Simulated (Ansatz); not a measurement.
# CH8AlNSi: what the fields show

```xyz
12

C    -1.8134    1.0801   -0.4266
Al   -0.5506    0.7327    1.0659
Si    1.4550   -0.7496    0.8294
N     1.6493   -1.5697   -0.7218
H    -1.6270    0.4656   -1.3127
H    -1.7522    2.1324   -0.7351
H    -2.8501    0.9123   -0.1097
H    -0.8431    1.4516    2.4631
H     1.4142   -1.8355    1.8555
H     2.6963    0.0427    1.0883
H     1.5723   -1.0093   -1.5521
H     1.1057   -2.4048   -0.8502
```

Theory: RHF/cc-pVDZ in Ansatz 0.2.0.

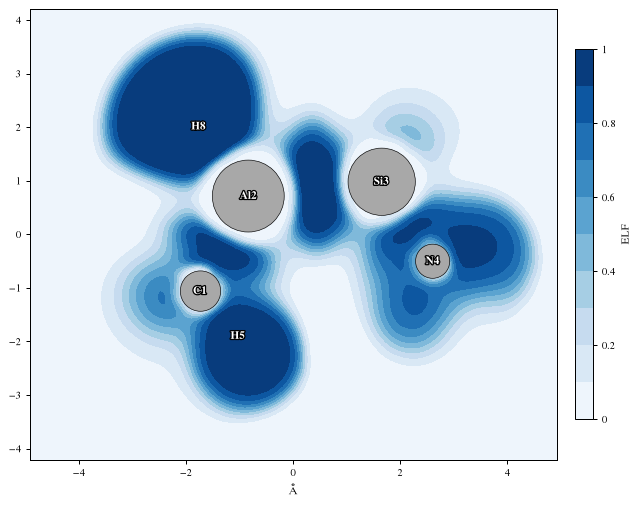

Figure 1. ELF on the plane of atoms C1, Al2 and Si3. Grey discs cover the atomic cores.

### Read the bonding off the picture.

The section cuts through C, Al, Si, N and H sites. Si–N (1.77 Å): the ELF peaks at about 0.90 between the atoms; a shared but strongly polarised pair. C–Al (1.99 Å): the ELF peaks at about 0.95 between the atoms; a shared but strongly polarised pair. Al–Si (2.51 Å): the ELF peaks at about 1 between the atoms: a shared electron pair. C–H (1.09 Å): the ELF climbs to about 1 towards the hydrogen, as it does in any bond to H; an ordinary covalent bond to hydrogen. Al–H (1.60 Å): the ELF climbs to about 1 towards the hydrogen. The ELF also peaks beside N4, away from the bonds: lone-pair regions.

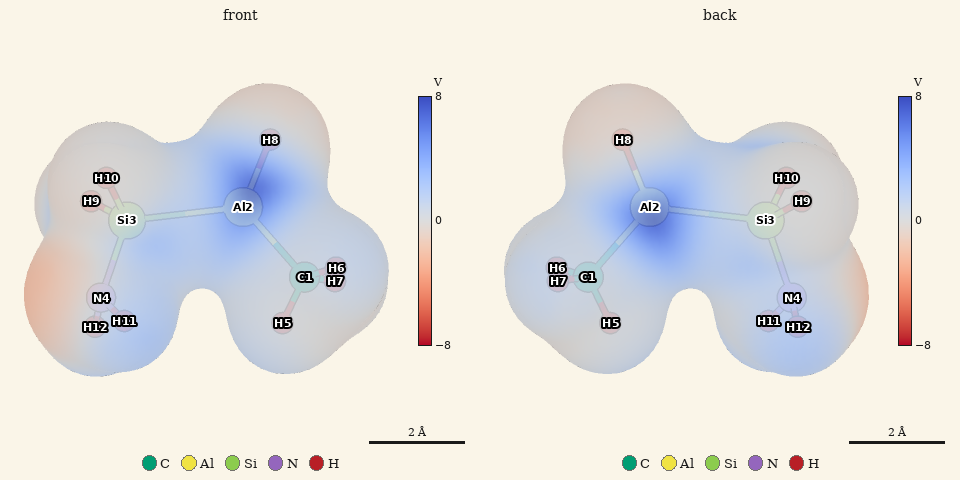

Figure 2. The molecular electrostatic potential painted on the density surface at 0.004 e/bohr³, seen from the front and from behind; red is negative and blue positive.

### Which sites attract a positive test charge, and which a negative one?

A positive charge is drawn to the negative regions and a negative charge to the positive ones. The most negative region (about −2.1 V) lies over N4, the most positive (about +6.3 V) over Al2. N4 is the likeliest acceptor of a hydrogen bond.

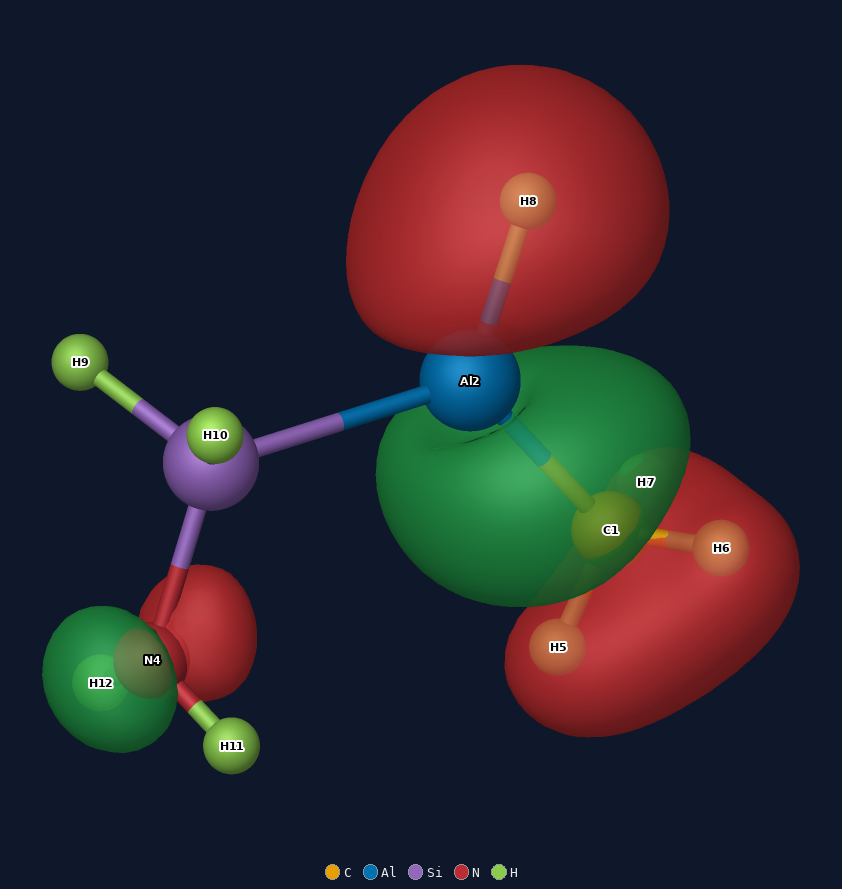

Figure 3. The HOMO−1 at ±0.08 Å⁻³ᐟ² (green and red are the two phases), seen at a tilt.

### Describe this orbital and give its energy.

Its weight (Hirshfeld) is mainly on C1 (about 35 %), Al2 (about 25 %) and H8 (about 20 %). Its energy is −11.02 eV.
